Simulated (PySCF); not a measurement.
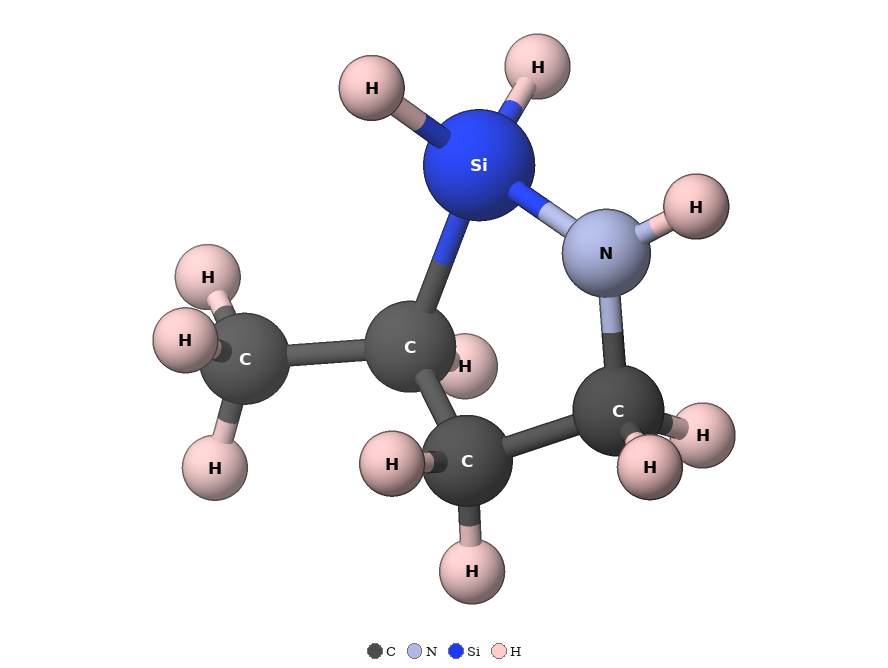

The computed structure is the end point of a GFN2-xTB optimisation. No frequency run is at hand to confirm it as a minimum. Method: ωB97X-D/def2-SVPD, gas phase (PySCF 2.14.0). Excitations: vertical, linear response.

Predict the main results.

The species is C4H11NSi (`C[C@@H]1CCN[SiH2]1`).
- dipole moment: 0.87 D
- HOMO energy (Kohn–Sham orbital): −8.41 eV
- LUMO energy (Kohn–Sham orbital): 2.19 eV
- HOMO–LUMO gap: 10.59 eV
- mean static polarisability: 78.6 bohr³
- lowest vertical singlet excitation: 6.00 eV
- its oscillator strength: 0.007
- brightest of the 8 lowest singlets: 7.98 eV
- its oscillator strength: 0.03

The geometry is semi-empirical. Around Si such bond lengths and angles can be off by a tenth of an ångström or more and by several degrees, and values that hang on the shape move with them.
